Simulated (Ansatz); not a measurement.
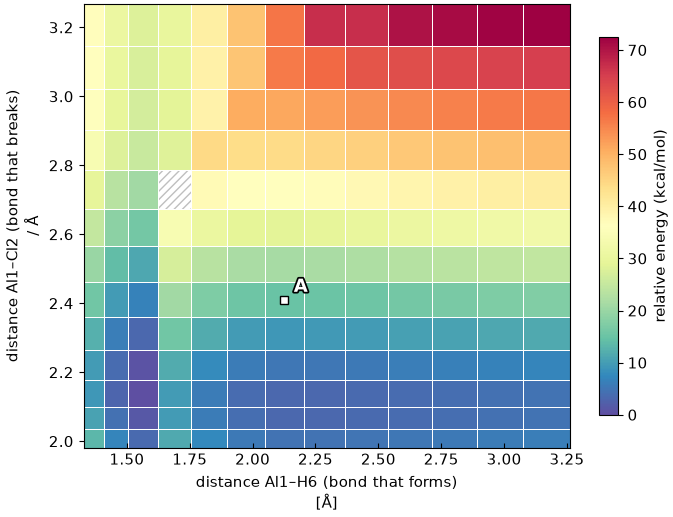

The reacting system AlClH₄O₂ (fragments AlClH₂O₂ + H₂ where the first distance is long, AlH₃O₂ + ClH where the second is long). 
- The first coordinate is: distance Al1–H6 (bond that forms); the second: distance Al1–Cl2 (bond that breaks).
- Relaxed at each point: all other coordinates.
- The grid has 13 × 13 points. At 1 point there is no value.
- Points are written as (first, second).
- All energies are given in kcal/mol relative to the lowest grid point.
- Energies and slopes of some neighbouring points disagree (a jump in structure or state, or too coarse a mesh). The reference is spin-restricted, so regions where a bond is pulled apart into radicals lie too high.
- Computed with Ansatz 0.2.0, RKS PBE0-D4/def2-SVP.

Drawn: one coloured cell a grid point, hatched blanks where no value was computed, the point A.

Question: Is A at rest? If not, where is it pushed?

Answer: A, at (2.125 Å, 2.409 Å), is not a stationary point. The computed force is 0.47 kcal/mol for each Å towards larger values of the first coordinate and 61 kcal/mol for each Å towards smaller values of the second coordinate.
